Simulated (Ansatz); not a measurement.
One crystal and one scan (scan of one atom of the cell) at two levels, PBE-D3(BJ) (plane waves to 420 eV, PAW, scalar-relativistic; Ansatz, a quantum-chemistry and plane-wave program) and r2SCAN+rVV10 (plane waves to 500 eV, PAW, scalar-relativistic; Ansatz), each from its own relaxed cell and on its own mesh. The cell shown is that of PBE-D3(BJ).

Starting cell, C (graphite type, space group P6_3/mmc):

```
CELL_PARAMETERS angstrom
      2.46500     0.00000     0.00000
     -1.23250     2.13475     0.00000
      0.00000     0.00000     6.73046
ATOMIC_POSITIONS crystal
  C  0.00000 0.00000 0.25000
  C  0.00000 0.00000 0.75000
  C  0.33333 0.66667 0.25000
  C  0.66667 0.33333 0.75000
```

In each cell atom 2 (C, nearest neighbour C at 1.423 Å; its periodic images, 2.5 Å or more away, move with it) moves by s·(0.000, 0.000, 1.000) (along Cartesian z), the rest being held.

Energies are smeared free energies. C was relaxed with its symmetry unable to fall. With partly filled bands, energies and forces of such displacements shift with the k mesh and the smearing. Percentages come from the unrounded values. Both scans cover s from -0.140 to 0.140 Å.

```json
[
 {"quantity": "Lattice constant a (Å)", "PBE-D3(BJ)": "2.465", "r2SCAN+rVV10": "2.455", "PBE-D3(BJ) − r2SCAN+rVV10": "+0.010 (+0.4 %)"},
 {"quantity": "Lattice constant c (Å)", "PBE-D3(BJ)": "6.730", "r2SCAN+rVV10": "6.671", "PBE-D3(BJ) − r2SCAN+rVV10": "+0.059 (+0.9 %)"},
 {"quantity": "Relaxed volume (Å³/atom)", "PBE-D3(BJ)": "8.85", "r2SCAN+rVV10": "8.71", "PBE-D3(BJ) − r2SCAN+rVV10": "+0.14 (+1.7 %)"},
 {"quantity": "Energy at s = 0.140 Å (meV/cell)", "PBE-D3(BJ)": "164", "r2SCAN+rVV10": "170", "PBE-D3(BJ) − r2SCAN+rVV10": "-6 (-4 %)"},
 {"quantity": "Force along the line at s = -0.140 Å (eV/Å)", "PBE-D3(BJ)": "2.345", "r2SCAN+rVV10": "2.434", "PBE-D3(BJ) − r2SCAN+rVV10": "-0.089 (-3.7 %)"},
 {"quantity": "Force constant k = d²E/ds² at s = 0 (finite differences) (eV/Å²)", "PBE-D3(BJ)": "16.63", "r2SCAN+rVV10": "17.25", "PBE-D3(BJ) − r2SCAN+rVV10": "-0.62 (-3.6 %)"}
]
```

PBE-D3(BJ) gives the higher value for: lattice constant a; lattice constant c; relaxed volume. PBE-D3(BJ) gives the lower value for: energy at s = 0.140 Å; force along the line at s = -0.140 Å; force constant k = d²E/ds² at s = 0. Both give the same symmetry of the curve: even: the same for both signs. Neither level is exact: the differences show how much the result hangs on the functional.

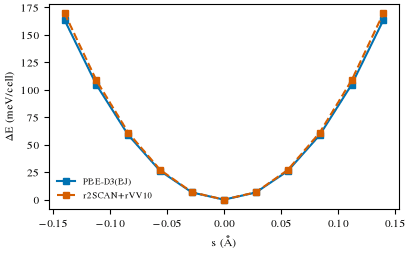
*ΔE, each from the undisplaced structure of its own level.*

(A displaced cell: forces are minus the slopes of the energy, force constants its curvatures, and phonons follow from these.)
